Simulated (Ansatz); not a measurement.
# HSE06/STO-3G run of [BCl2]+ (SMILES Cl[B+]Cl)

What is the energy change on altering one bond length of [BCl2]+ at HSE06/STO-3G? 

The calculation is run with Ansatz 0.2.0.

6 further runs of the same task are left out: 6 that didn't finish.

### 1 The system as given

The species is [BCl2]+ (3 atoms), meant as a singlet with charge +1. As SMILES, `Cl[B+]Cl`. The shape is that of a GFN2-xTB optimisation.

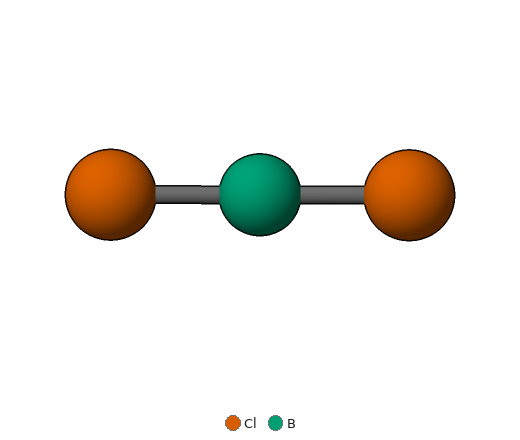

Viewed from a chosen angle; chlorine orange, boron teal.

### 2 The energy at HSE06/STO-3G

in.yaml reads:

```yaml
crystal:
  periodic: [false, false, false]
  atoms:
    - symbol: Cl
      position_ang: [-1.238380, 0.766480, -0.591300]
    - symbol: B
      position_ang: [0.000740, 0.001360, 0.000550]
    - symbol: Cl
      position_ang: [1.237640, -0.767840, 0.590740]
basis:
  gaussian:
    orbitals: STO-3G
total_charge: 1
hamiltonian:
  xc: {name: HSE06}
accuracy: high
```

Launch:

```bash
ansatz run in.yaml --threads 1 --pin off --max-ram 2610MiB --events-out events.jsonl --progress --plain --runs-dir runs
```

Output:

```text
Warning: RAYON_NUM_THREADS=1 ignored (pool sized by the plan → 1); use --threads N
Functional definition: HSE06
  name "HSE06"
  parameter a = 0.25
  parameter omega = 0.11/bohr
  exchange = pbe_x - a*pbe_x_sr(omega) + a*exact_x_sr(omega)
  correlation = pbe_c
399 factors; integrals over basis functions are off by at most 2.4e-8 eV
54 factors; integrals over basis functions are off by at most 1.8e-9 eV
mean field evaluation 1: about -25421.9035 eV, gradient 2.4e1 eV
mean field evaluation 2: about -25417.5018 eV, gradient 4.7e1 eV
mean field evaluation 4: about -25424.1791 eV, gradient 2.6e-2 eV
mean field evaluation 8: about -25424.1627 eV, gradient 9.4e-5 eV
mean field -25424.16273518 eV, -934.3207474015 hartree, gradient 7.4e-8 eV, S^2 0.000000; 0 other end points of the search recorded, 0 dependent functions left out
reference -25424.16273664 eV, -934.3207474552 hartree; 19, 19 occupied and 4, 4 virtual orbitals, 399 factors
Total energy: -25424.16273664 eV, -934.3207474552 hartree
```

Wall time 1 s (1 thread of Arm Neoverse V2, shared host); peak memory 0.093 GiB.

### 3 The distorted shape, same level

job.yaml reads:

```yaml
crystal:
  periodic: [false, false, false]
  atoms:
    - {symbol: Cl, position_ang: [-1.548182, 0.957774, -0.739273]}
    - {symbol: B, position_ang: [0.000740, 0.001360, 0.000550]}
    - {symbol: Cl, position_ang: [1.237640, -0.767840, 0.590740]}
basis:
  gaussian: {orbitals: STO-3G}
total_charge: 1
hamiltonian: {xc: {name: HSE06}}
accuracy: high
```

Launch:

```bash
ansatz run job.yaml --threads 1 --pin off --max-ram 2610MiB --events-out events.jsonl --progress --plain --runs-dir runs
```

Output:

```text
Warning: RAYON_NUM_THREADS=1 ignored (pool sized by the plan → 1); use --threads N
Functional definition: HSE06
  name "HSE06"
  parameter a = 0.25
  parameter omega = 0.11/bohr
  exchange = pbe_x - a*pbe_x_sr(omega) + a*exact_x_sr(omega)
  correlation = pbe_c
392 factors; integrals over basis functions are off by at most 2.5e-8 eV
57 factors; integrals over basis functions are off by at most 1.3e-9 eV
mean field evaluation 1: about -25418.9686 eV, gradient 3.0e1 eV
mean field evaluation 2: about -25366.0489 eV, gradient 1.3e2 eV
mean field evaluation 4: about -25423.0380 eV, gradient 5.8e0 eV
mean field evaluation 8: about -25423.1773 eV, gradient 2.3e-2 eV
mean field evaluation 16: about -25423.1773 eV, gradient 2.1e-8 eV
mean field -25423.17733464 eV, -934.2845345995 hartree, gradient 2.5e-8 eV, S^2 0.000000; 0 other end points of the search recorded, 0 dependent functions left out
reference -25423.17733615 eV, -934.2845346549 hartree; 19, 19 occupied and 4, 4 virtual orbitals, 392 factors
Total energy: -25423.17733615 eV, -934.2845346549 hartree
```

It took 1 s on 1 thread of Arm Neoverse V2, shared host; peak memory 0.093 GiB.

### 4 Results

At HSE06/STO-3G:

```
                                                          quantity          value
                                         first shape: total energy  -934.32075 Eh
                                     distorted shape: total energy  -934.28453 Eh
energy change with the Cl1–B2 bond stretched from 1.572 to 1.965 Å       0.985 eV
```

**Reading.** With the Cl1–B2 bond stretched from 1.572 to 1.965 Å the energy rises by 0.99 eV (22.7 kcal/mol). The first shape isn't relaxed at this level, so the change isn't measured from a minimum. The minimal basis adds a large error of its own.
